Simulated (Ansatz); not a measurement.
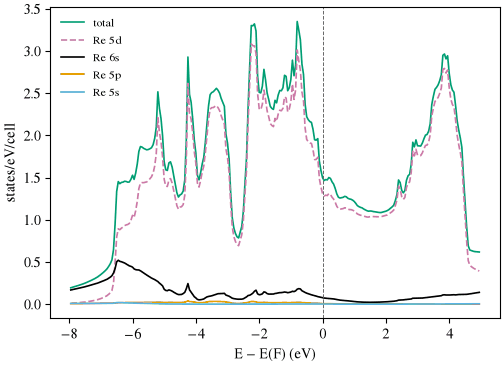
Fig. 1. Total and projected density of states of Re (hcp (Mg type), space group No. 194), PBE+D3(BJ) in the plane-wave PAW code Ansatz

**Question.** Which orbitals carry the states next to the Fermi level?

**Answer.** Within 0.5 eV of the Fermi level: Re 5d 88 %, outside the projected shells 7 %. Projections are on Löwdin-orthogonalised atomic valence shells; empty p or d shells of many metals are not among them.

**Question.** Where is the tallest occupied peak in this window, and what makes it?

**Answer.** Near -0.8 eV, about 3.4 states/eV per cell; the largest projected share is Re 5d.

Space group P6_3/mmc (hcp (Mg type)). The cell was relaxed with PBE+D3(BJ) under the symmetry of its start. No spin polarisation was allowed. The pairwise dispersion correction was not fitted to metals. Scalar-relativistic: spin–orbit coupling is off unless named, which matters more the heavier the elements.

Potentials: the later of the program's two PAW sets.
